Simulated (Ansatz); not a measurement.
Run report: CH₉NSi, nudged elastic band

CH₉NSi, computed with RKS PBE0-D4/def2-SVP (Ansatz 0.2.0).

Figures and captions count atoms from 1; the log counts them from 0 in places.

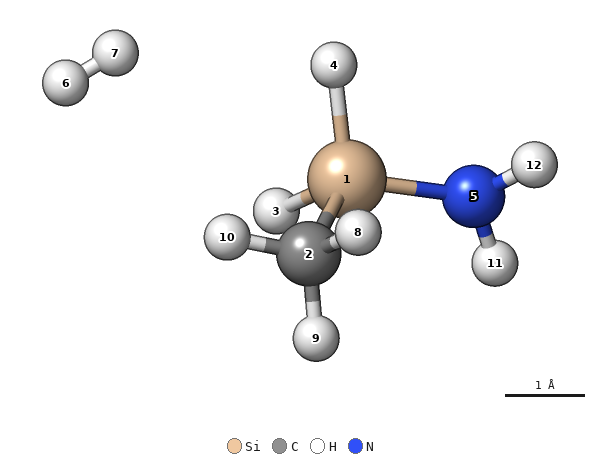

**Figure 1.** The input geometry (ball-and-stick view, seen at a tilt; atoms are numbered from 1 in the order of the input).

## Input
```yaml
crystal:
  periodic: [false, false, false]
  atoms:
    - {symbol: Si, position_ang: [-0.280272, -0.409170, -0.321886]}
    - {symbol: C, position_ang: [0.449795, 1.272771, 0.050376]}
    - {symbol: H, position_ang: [0.832136, -1.352280, -0.620102]}
    - {symbol: H, position_ang: [-1.024331, -0.873938, 0.881832]}
    - {symbol: N, position_ang: [-1.373826, -0.491717, -1.647867]}
    - {symbol: H, position_ang: [1.818516, -1.157595, 2.793910]}
    - {symbol: H, position_ang: [1.102211, -1.304089, 2.643091]}
    - {symbol: H, position_ang: [-0.332943, 1.998797, 0.285467]}
    - {symbol: H, position_ang: [1.018230, 1.652794, -0.802547]}
    - {symbol: H, position_ang: [1.125951, 1.216236, 0.908397]}
    - {symbol: H, position_ang: [-1.035674, -0.448230, -2.595011]}
    - {symbol: H, position_ang: [-2.299789, -0.103480, -1.575660]}
basis:
  gaussian: {orbitals: def2-SVP}
hamiltonian: {xc: pbe0, dispersion: d4}
neb:
  images: 5
  climbing: true
  max_iterations: 40
  initial_path: idpp
  final_atoms:
    - {symbol: Si, position_ang: [-0.685146, -0.761528, -0.647751]}
    - {symbol: C, position_ang: [1.474198, 1.641443, 1.413739]}
    - {symbol: H, position_ang: [0.496886, -0.292618, -1.415435]}
    - {symbol: H, position_ang: [-1.492212, 0.390801, -0.170981]}
    - {symbol: N, position_ang: [-1.668986, -1.692132, -1.708784]}
    - {symbol: H, position_ang: [1.220328, 0.603236, 1.627107]}
    - {symbol: H, position_ang: [-0.174338, -1.476105, 0.560999]}
    - {symbol: H, position_ang: [1.184197, 2.265606, 2.258453]}
    - {symbol: H, position_ang: [0.944819, 1.972113, 0.520662]}
    - {symbol: H, position_ang: [2.548164, 1.724917, 1.249923]}
    - {symbol: H, position_ang: [-1.249969, -2.419518, -2.265627]}
    - {symbol: H, position_ang: [-2.597941, -1.956115, -1.422304]}
```

Machine: 4 threads of Arm Neoverse V1, 23 GiB of memory available, shared host.

Launch command:
```bash
ansatz run in.yaml --threads 4 --pin off --events-out ev --progress --plain --max-ram 9574MiB
```

## The program's output
```
Functional definition: PBE0
  name "PBE0"
  cite "Adamo & Barone, J. Chem. Phys. 110, 6158 (1999) doi:10.1063/1.478522"
  cite "Perdew, Burke & Ernzerhof, Phys. Rev. Lett. 77, 3865 (1996) doi:10.1103/PhysRevLett.77.3865"
  parent pbe
  parameter a = 0.25
  parameter kappa = 0.804
  parameter beta = 0.06672455060314922
  exchange = (1 - a)*pbe_x(kappa = kappa, mu = beta*pi^2/3) + a*exact_x
  correlation = pbe_c(beta = beta)
985 factors; integrals over basis functions are off by at most 3.8e-4 eV
mean field evaluation 1: about -10532.5264 eV, gradient 6.0e1 eV
mean field evaluation 2: about -10528.4574 eV, gradient 7.1e1 eV
mean field evaluation 4: about -10540.2853 eV, gradient 3.0e0 eV
mean field evaluation 8: about -10540.3134 eV, gradient 4.2e-2 eV
mean field -10540.31341750 eV, -387.3493736120 hartree, gradient 1.4e-5 eV, S^2 0.000000; 0 other end points of the search recorded, 0 dependent functions left out
the calculation of the forces begins
reference -10540.31344627 eV, -387.3493746692 hartree; 18, 18 occupied and 73, 73 virtual orbitals, 985 factors
985 factors; integrals over basis functions are off by at most 1.0e-3 eV
mean field evaluation 16: about -10532.8694 eV, gradient 6.0e1 eV
mean field -10540.66365142 eV, -387.3622444714 hartree, gradient 4.5e-5 eV, S^2 0.000000; 0 other end points of the search recorded, 0 dependent functions left out
[... from here on the field's lines of each further geometry are left out, up to the last ...]
WARN: NEB end point (image 0): max|allowed force component| = 5.140e-1 eV/Å (the criterion of neb.relax_end_points is 1.000e-2). That is over neb.f_tol: it is no minimum, so the barrier can be far off. Relax it first
WARN: NEB end point (image 6): max|allowed force component| = 2.975e-1 eV/Å (the criterion of neb.relax_end_points is 1.000e-2). That is over neb.f_tol: it is no minimum, so the barrier can be far off. Relax it first
NEB iter   1: max|band force component| = 4.143e0 eV/Å  barrier→ = 7.6715 eV  barrier← = 7.9958 eV  Δτ_max = 0.2000 Å  (172 SCF iters)
NEB iter   2: max|band force component| = 3.716e0 eV/Å  barrier→ = 6.6412 eV  barrier← = 6.9655 eV  Δτ_max = 0.2000 Å  (135 SCF iters)
NEB iter   3: max|band force component| = 4.868e0 eV/Å  barrier→ = 5.1492 eV  barrier← = 5.4735 eV  Δτ_max = 0.1017 Å  (136 SCF iters)
NEB iter   4: max|band force component| = 2.998e0 eV/Å  barrier→ = 4.1910 eV  barrier← = 4.5154 eV  Δτ_max = 0.2000 Å  (129 SCF iters)
NEB iter   5: max|band force component| = 2.165e0 eV/Å  barrier→ = 3.1790 eV  barrier← = 3.5033 eV  Δτ_max = 0.1023 Å  (134 SCF iters)
NEB iter   6: max|band force component| = 1.458e0 eV/Å  barrier→ = 2.5825 eV  barrier← = 2.9069 eV  Δτ_max = 0.1017 Å  (122 SCF iters)
NEB iter   7: max|band force component| = 8.524e-1 eV/Å  barrier→ = 2.2716 eV  barrier← = 2.5960 eV  Δτ_max = 0.1024 Å  (118 SCF iters)
NEB iter   8: max|band force component| = 7.147e-1 eV/Å  barrier→ = 2.1068 eV  barrier← = 2.4311 eV  Δτ_max = 0.1013 Å  (115 SCF iters)
NEB iter   9: max|band force component| = 5.430e-1 eV/Å  barrier→ = 2.0712 eV  barrier← = 2.3956 eV  Δτ_max = 0.1494 Å  (115 SCF iters)
NEB iter  10: max|band force component| = 4.196e-1 eV/Å  barrier→ = 2.0681 eV  barrier← = 2.3925 eV  CI = image 3  Δτ_max = 0.2000 Å  (119 SCF iters)
NEB iter  11: max|band force component| = 5.118e-1 eV/Å  barrier→ = 2.2754 eV  barrier← = 2.5997 eV  CI = image 3  Δτ_max = 0.2000 Å  (118 SCF iters)
NEB iter  12: max|band force component| = 9.017e-1 eV/Å  barrier→ = 2.3427 eV  barrier← = 2.6670 eV  CI = image 3  Δτ_max = 0.1992 Å  (123 SCF iters)
NEB iter  13: max|band force component| = 8.805e-1 eV/Å  barrier→ = 2.3124 eV  barrier← = 2.6367 eV  CI = image 3  Δτ_max = 0.1972 Å  (121 SCF iters)
NEB iter  14: max|band force component| = 6.668e-1 eV/Å  barrier→ = 2.4894 eV  barrier← = 2.8137 eV  CI = image 3  Δτ_max = 0.2000 Å  (126 SCF iters)
NEB iter  15: max|band force component| = 1.082e0 eV/Å  barrier→ = 2.6220 eV  barrier← = 2.9464 eV  CI = image 3  Δτ_max = 0.1014 Å  (124 SCF iters)
NEB iter  16: max|band force component| = 4.481e-1 eV/Å  barrier→ = 2.5940 eV  barrier← = 2.9183 eV  CI = image 3  Δτ_max = 0.1633 Å  (123 SCF iters)
NEB iter  17: max|band force component| = 3.376e-1 eV/Å  barrier→ = 2.6014 eV  barrier← = 2.9257 eV  CI = image 3  Δτ_max = 0.1040 Å  (112 SCF iters)
NEB iter  18: max|band force component| = 2.119e-1 eV/Å  barrier→ = 2.5763 eV  barrier← = 2.9006 eV  CI = image 3  Δτ_max = 0.0523 Å  (110 SCF iters)
NEB iter  19: max|band force component| = 1.750e-1 eV/Å  barrier→ = 2.5703 eV  barrier← = 2.8946 eV  CI = image 3  Δτ_max = 0.0199 Å  (109 SCF iters)
NEB iter  20: max|band force component| = 1.066e-1 eV/Å  barrier→ = 2.5682 eV  barrier← = 2.8926 eV  CI = image 3  Δτ_max = 0.0155 Å  (109 SCF iters)
NEB iter  21: max|band force component| = 1.014e-1 eV/Å  barrier→ = 2.5676 eV  barrier← = 2.8919 eV  CI = image 3  Δτ_max = 0.0254 Å  (103 SCF iters)
the calculation of the forces begins
reference -10540.65945864 eV, -387.3620903895 hartree; 18, 18 occupied and 73, 73 virtual orbitals, 985 factors
these checks for a lower state are left out or cut short: stability, starts, cluster_reference, orbital_swaps, neighbouring_geometries, increment
985 factors; integrals over basis functions are off by at most 1.1e-3 eV
mean field -10537.78286764 eV, -387.2563776201 hartree, gradient 1.8e-6 eV, S^2 0.000000; 0 other end points of the search recorded, 0 dependent functions left out
the calculation of the forces begins
reference -10537.78289558 eV, -387.2563786466 hartree; 18, 18 occupied and 73, 73 virtual orbitals, 985 factors
NEB iter  22: max|band force component| = 3.817e-2 eV/Å  barrier→ = 2.5665 eV  barrier← = 2.8908 eV  CI = image 3  CI's point: of a kind that is not told: the force calls were inconclusive, a negative curvature could not be distinguished from the path's own, the only one lies far off the path, or fixed occupations may fill a level only in part  Δτ_max = 0.0000 Å  (971 SCF iters)
```

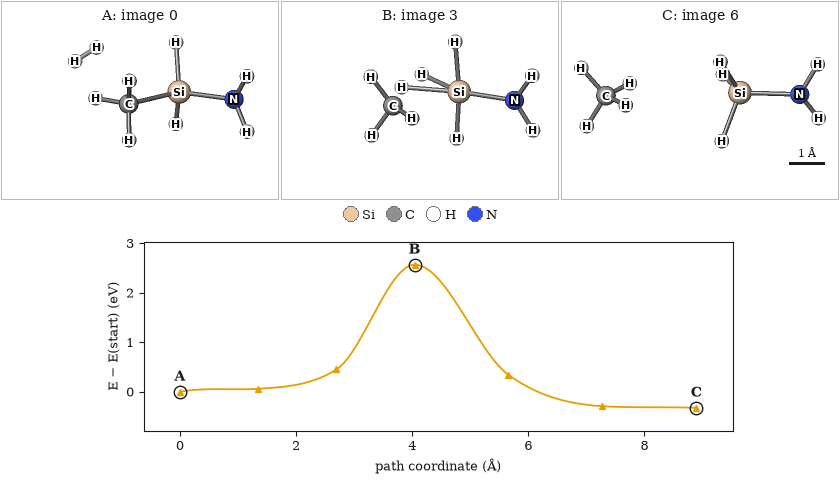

**Figure 2.** Images of the last band (counted from 0; ball-and-stick, seen at an oblique angle) above the energy along the path; the line is a cubic interpolation that uses the forces. The highest image is number 3, 2.566 eV above the start and 2.891 eV above the end (the climbing image); the end lies 0.324 eV below the start. The path is 8.89 Å long. The band converged in 22 iterations. The end points carry forces over 0.1 eV/Å, so they aren't fully relaxed minima and the barriers are approximate.

```
Total energy: -10537.89511601 eV, -387.2605026716 hartree
Atom 0 at    -0.277851    -0.575284    -0.068027 Å, force     0.012185     0.000600     0.037924 eV/Å
Atom 1 at     0.828203     1.066889     0.739950 Å, force    -0.007972     0.016190    -0.017803 eV/Å
Atom 2 at     1.009663    -1.158413    -0.569117 Å, force     0.013136    -0.008341    -0.003718 eV/Å
Atom 3 at    -1.478952    -0.103756     0.696231 Å, force    -0.016240     0.003687     0.002274 eV/Å
Atom 4 at    -1.094196    -0.678251    -1.588736 Å, force    -0.003608     0.003703    -0.006439 eV/Å
Atom 5 at     0.594706    -0.183253     1.324931 Å, force    -0.009467    -0.014594    -0.010389 eV/Å
Atom 6 at     0.212755    -1.210562     1.431447 Å, force     0.006941     0.012461    -0.008317 eV/Å
Atom 7 at     0.411326     1.655240     1.571455 Å, force     0.001908    -0.008075     0.000166 eV/Å
Atom 8 at     0.594057     1.626089    -0.183256 Å, force     0.002441    -0.005921     0.004996 eV/Å
Atom 9 at     1.925669     1.012614     0.799382 Å, force     0.000196    -0.002647     0.003075 eV/Å
Atom 10 at    -0.657571    -1.024638    -2.435778 Å, force     0.003852     0.000194    -0.001833 eV/Å
Atom 11 at    -2.067804    -0.426577    -1.718482 Å, force    -0.003371     0.002744     0.000063 eV/Å
Dipole moment:    -0.014287     0.192138    -0.188795 e Å
```

## The last band as extended XYZ (Å, eV, eV/Å)
```
12
Properties=species:S:1:pos:R:3:forces:R:3 image=0 energy=-10540.46156
Si   -0.2803   -0.4092   -0.3219    0.0811  -0.0386   0.1160
C     0.4498    1.2728    0.0504   -0.0317  -0.1072  -0.0063
H     0.8321   -1.3523   -0.6201    0.1244  -0.0944  -0.0181
H    -1.0243   -0.8739    0.8818   -0.0670  -0.0456   0.1346
N    -1.3738   -0.4917   -1.6479   -0.0457  -0.1409  -0.0101
H     1.8185   -1.1576    2.7939    0.5127   0.1071   0.1063
H     1.1022   -1.3041    2.6431   -0.5140  -0.1047  -0.1116
H    -0.3329    1.9988    0.2855   -0.2042   0.1977   0.0621
H     1.0182    1.6528   -0.8025    0.1518   0.1066  -0.2241
H     1.1260    1.2162    0.9084    0.1762  -0.0080   0.2219
H    -1.0357   -0.4482   -2.5950    0.0946   0.0130  -0.2856
H    -2.2998   -0.1035   -1.5757   -0.2783   0.1149   0.0149
12
Properties=species:S:1:pos:R:3:forces:R:3 image=1 energy=-10540.40147
Si   -0.2771   -0.3786   -0.2823    0.0012   0.0004  -0.0093
C     0.5695    1.2288    0.2226   -0.0101   0.0053  -0.0103
H     0.7716   -1.4223   -0.5185   -0.0038   0.0003  -0.0068
H    -1.1796   -0.8212    0.8300    0.0089  -0.0168   0.0044
N    -1.1975   -0.2512   -1.7464    0.0043   0.0105  -0.0019
H     1.2763   -0.7695    2.4751    0.0250  -0.0157   0.0399
H     0.8938   -1.4178    2.3686    0.0155  -0.0126   0.0285
H    -0.0406    1.8120    0.9294   -0.0230   0.0129  -0.0266
H     0.7431    1.8511   -0.6688    0.0141  -0.0081  -0.0183
H     1.5444    1.0379    0.6973   -0.0150  -0.0020   0.0144
H    -0.9037   -0.7524   -2.5748   -0.0123   0.0069  -0.0073
H    -2.2002   -0.1167   -1.7324   -0.0047   0.0189  -0.0068
12
Properties=species:S:1:pos:R:3:forces:R:3 image=2 energy=-10540.01165
Si   -0.2578   -0.3668   -0.1949    0.0143   0.1450  -0.0842
C     0.7036    1.1744    0.3978   -0.0884   0.0597  -0.2055
H     0.7795   -1.4296   -0.3803   -0.1469  -0.1902   0.1501
H    -1.3639   -0.5447    0.7976    0.0572  -0.2749   0.0365
N    -1.0877   -0.3518   -1.7157    0.0225   0.2126  -0.1065
H     0.8198   -0.5388    1.8944    0.1141  -0.2303   0.3810
H     0.5263   -1.2418    1.8960    0.1608  -0.0202   0.3059
H     0.3197    1.5838    1.3482   -0.0811  -0.0460  -0.1395
H     0.6025    1.9562   -0.3641    0.0269   0.2121  -0.1129
H     1.7814    0.9828    0.5386   -0.1005  -0.0355  -0.1289
H    -0.7238   -0.8957   -2.4878    0.0110   0.0832  -0.0476
H    -2.0996   -0.3278   -1.7297    0.0101   0.0845  -0.0485
12
Properties=species:S:1:pos:R:3:forces:R:3 image=3 energy=-10537.89509
Si   -0.2779   -0.5753   -0.0680    0.0122   0.0006   0.0379
C     0.8282    1.0669    0.7399   -0.0080   0.0162  -0.0178
H     1.0097   -1.1584   -0.5691    0.0131  -0.0083  -0.0037
H    -1.4790   -0.1038    0.6962   -0.0162   0.0037   0.0023
N    -1.0942   -0.6783   -1.5887   -0.0036   0.0037  -0.0064
H     0.5947   -0.1833    1.3249   -0.0095  -0.0146  -0.0104
H     0.2128   -1.2106    1.4314    0.0069   0.0125  -0.0083
H     0.4113    1.6552    1.5715    0.0019  -0.0081   0.0002
H     0.5941    1.6261   -0.1833    0.0024  -0.0059   0.0050
H     1.9257    1.0126    0.7994    0.0002  -0.0026   0.0031
H    -0.6576   -1.0246   -2.4358    0.0039   0.0002  -0.0018
H    -2.0678   -0.4266   -1.7185   -0.0034   0.0027   0.0001
12
Properties=species:S:1:pos:R:3:forces:R:3 image=4 energy=-10540.12037
Si   -0.4658   -0.8505   -0.2185   -0.1076  -0.1534  -0.0710
C     1.0593    1.2118    1.1316    0.1255   0.1074   0.1902
H     0.9690   -0.7616   -0.6292   -0.0205   0.2341  -0.0352
H    -1.2903    0.1994    0.4547    0.1255   0.1744  -0.1047
N    -1.2760   -1.0537   -1.7251   -0.1369  -0.2576  -0.0601
H     0.7557    0.1889    1.4086    0.1385   0.2491   0.0542
H    -0.3587   -1.8569    0.9013   -0.2946  -0.3704  -0.2982
H     0.6238    1.8917    1.8707    0.1358   0.1750   0.1352
H     0.6959    1.4957    0.1351    0.0454  -0.0600   0.1459
H     2.1534    1.2395    1.1276    0.1430   0.1648   0.1341
H    -0.7263   -1.1511   -2.5689   -0.0811  -0.1308  -0.0421
H    -2.1400   -0.5532   -1.8881   -0.0729  -0.1324  -0.0483
12
Properties=species:S:1:pos:R:3:forces:R:3 image=5 energy=-10540.75347
Si   -0.6167   -0.8875   -0.5165   -0.0100  -0.0005  -0.0229
C     1.2943    1.4059    1.5300    0.0146   0.0140   0.0205
H     0.8362   -0.6388   -0.7536   -0.0116   0.0050  -0.0088
H    -1.2675    0.2588    0.1840    0.0023   0.0013  -0.0129
N    -1.3721   -1.0375   -2.0642   -0.0046  -0.0061  -0.0142
H     0.9504    0.3925    1.7774    0.0160   0.0149   0.0218
H    -0.7024   -2.0647    0.4173   -0.0187  -0.0159  -0.0259
H     0.8964    2.1139    2.2683    0.0178   0.0171   0.0204
H     0.9342    1.6781    0.5300    0.0143   0.0129   0.0221
H     2.3916    1.4296    1.5430    0.0160   0.0160   0.0202
H    -0.9623   -1.6323   -2.7745   -0.0204  -0.0277  -0.0100
H    -2.3820   -1.0181   -2.1412   -0.0157  -0.0310  -0.0104
12
Properties=species:S:1:pos:R:3:forces:R:3 image=6 energy=-10540.78591
Si   -0.6332   -0.6584   -0.7966    0.0503   0.0341   0.0851
C     1.3587    1.4193    1.7337    0.0012  -0.0002   0.0014
H     0.7295   -0.3451   -1.2979    0.1507   0.0441  -0.0364
H    -1.3642    0.5875   -0.4501   -0.0636   0.1393   0.0504
N    -1.4950   -1.4413   -2.0631    0.0067   0.1250  -0.1228
H     0.9354    0.4225    1.8566   -0.1178  -0.2744   0.0311
H    -0.4725   -1.4441    0.4641    0.0367  -0.0666   0.1655
H     0.9876    2.0699    2.5251   -0.1015   0.1774   0.2159
H     1.0670    1.8245    0.7653   -0.0827   0.1087  -0.2694
H     2.4453    1.3602    1.7892    0.2962  -0.0161   0.0145
H    -1.0699   -2.2136   -2.5504    0.1213  -0.2288  -0.1525
H    -2.4887   -1.5813   -1.9759   -0.2975  -0.0425   0.0173
```

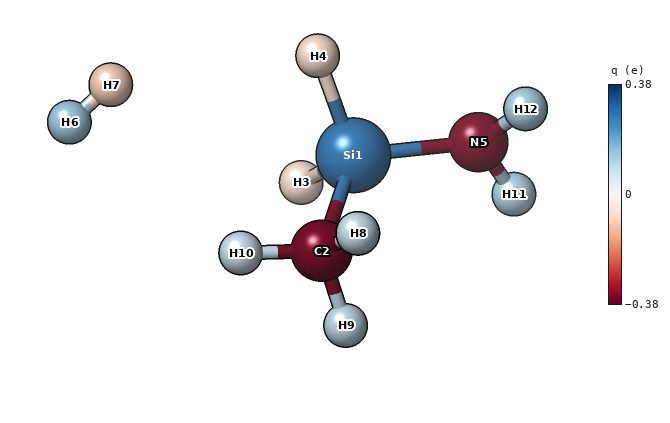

**Figure 3.** Mulliken charges, as the colour of each atom (ball-and-stick view, seen at a tilt; atoms are numbered from 1 in the order of the input). By element: Si +0.29, C −0.36, H −0.10 to +0.15 and N −0.36 e.

## Results in brief

| quantity | value |
| --- | --- |
| outcome | converged |
| barrier, forward | 2.567 eV |
| barrier, backward | 2.891 eV |
| dipole moment (one image of the band) | 1.30 D |
| wall time | 2.1 min (CPU time 7.8 min) |
| peak memory | 0.47 GiB |
